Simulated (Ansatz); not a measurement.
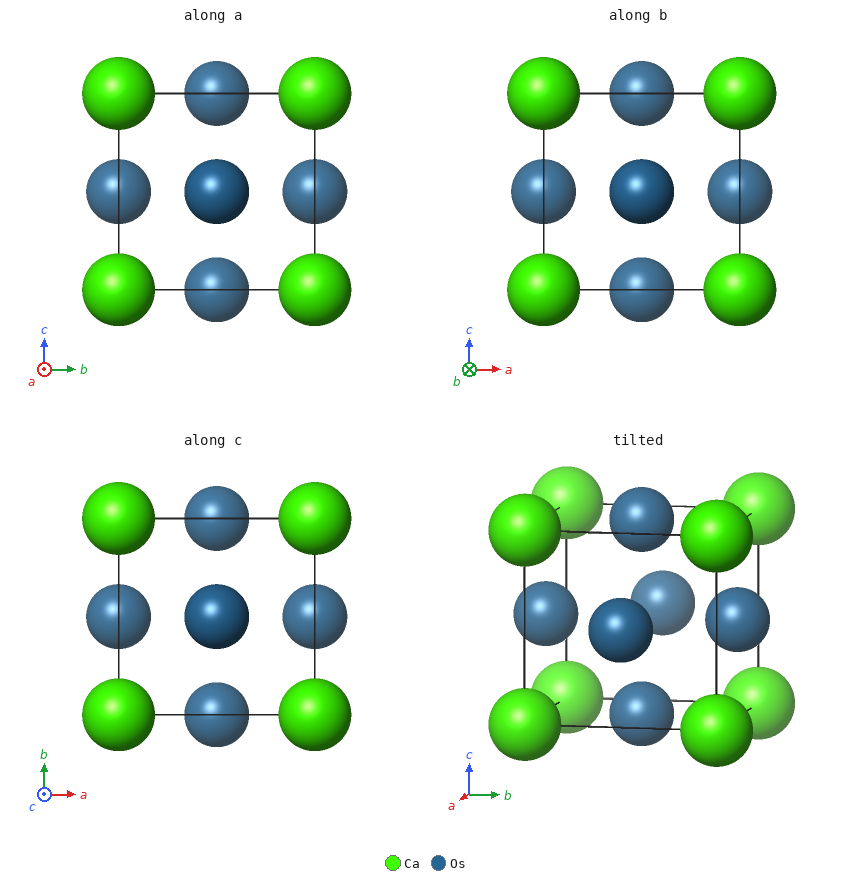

The image is a spheres-only drawing of a crystal, viewed along the a axis, along the b axis, along the c axis and slightly off an axis. Lines trace the edges of the conventional unit cell.

Lattice parameters: a = 4.024 Å, b = 4.024 Å, c = 4.024 Å, α = 90.00°, β = 90.00°, γ = 90.00°. Put a along x and b in the xy plane.

> Set out the cell and atoms as a POSCAR file.

```
Ca Os
1.0
     4.024    0.000    0.000
     0.000    4.024    0.000
     0.000    0.000    4.024
Ca Os
1 3
Direct
  0.0000 0.0000 0.0000
  0.0000 0.5000 0.5000
  0.5000 0.0000 0.5000
  0.5000 0.5000 0.0000
```

Its origin is a structure type filled with these elements by a generator (whether the compound takes this form wasn't checked). The structure drawn was relaxed with DFT PBE, scalar-relativistic, plane waves, PAW in Ansatz 0.2.0.
